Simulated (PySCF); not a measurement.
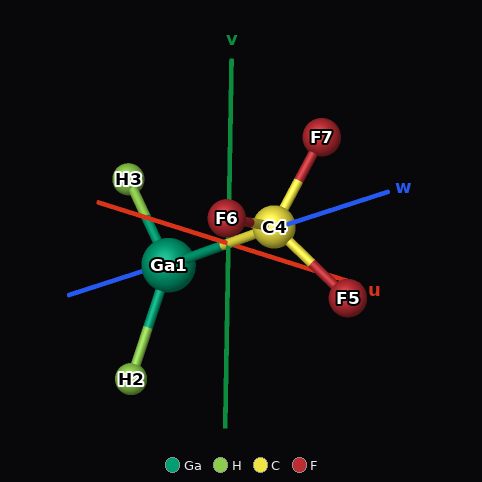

The lines u, v and w are the principal axes of the static dipole polarisability. The computed structure is the end point of a PBE0-D3(BJ)/def2-SVP optimisation. No frequency run is at hand to confirm it as a minimum. Level of theory: CAM-B3LYP/def2-SVPD (PySCF 2.14.0).

Question. Along which axis is the molecule most polarisable, and along which least?

Answer. Most along w (nearly parallel to the Ga1–C4 bond), least along u.

Question. Give the three principal values.

Answer. u 36.9, v 46.3, w 49.8 bohr³; mean 44.3, anisotropy 11.5 bohr³.
